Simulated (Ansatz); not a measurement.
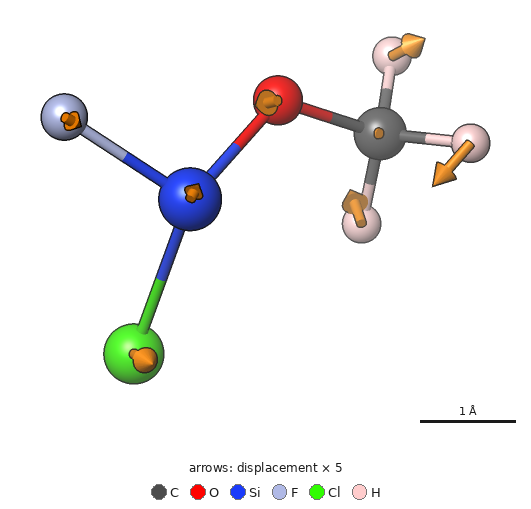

A relaxation of CH₃ClFOSi (multiplicity 2). The starting structure is drawn; orange arrows show the displacements, magnified 5 times. The two geometries are superimposed by the best rigid fit.

Style: ball-and-stick. Shown at a tilt.

The start comes from PBE-D4/def2-SVP.

The calculation used Ansatz, UKS PBE0-D4/def2-TZVP.

The input:
```yaml
crystal:
  periodic: [false, false, false]
  atoms:
    - {symbol: C, position_ang: [-0.444443, -0.551727, 0.984017]}
    - {symbol: O, position_ang: [0.352177, -0.644368, -0.188332]}
    - {symbol: Si, position_ang: [1.064609, 0.615933, -1.009739]}
    - {symbol: F, position_ang: [1.446756, -0.003113, -2.472035]}
    - {symbol: Cl, position_ang: [-0.329696, 2.158150, -1.273121]}
    - {symbol: H, position_ang: [0.186660, -0.517108, 1.898835]}
    - {symbol: H, position_ang: [-1.080376, -1.458408, 1.036529]}
    - {symbol: H, position_ang: [-1.103588, 0.343540, 0.967947]}
basis:
  gaussian: {orbitals: def2-TZVP}
magnetization: {spin_polarized: true, initial_magnetization: 1}
hamiltonian: {xc: pbe0, dispersion: d4}
relax: {f_tol: 0.005, max_steps: 150}
```

Question: Describe the change and its energy.

Answer: The atom that moves furthest after the best rigid fit is H6 (0.13 Å). Largest moves by element: H 0.13 Å, Cl 0.12 Å, O 0.09 Å, F 0.05 Å, Si 0.05 Å, C 0.02 Å. Near-neighbour distances that change, for instance: Si3–F4 1.633 → 1.588 Å, O2–Si3 1.665 → 1.621 Å, Si3–Cl5 2.096 → 2.059 Å, C1–H6 1.112 → 1.093 Å. The energy falls by 9.34 kJ/mol in 11 accepted moves (12 points after the start). Largest force component: 1.3 eV/Å at the start, 0.0016 eV/Å at the end. The line search rejected the trial step at point 11 of the run. The run took roughly 110 core-seconds on a shared host.
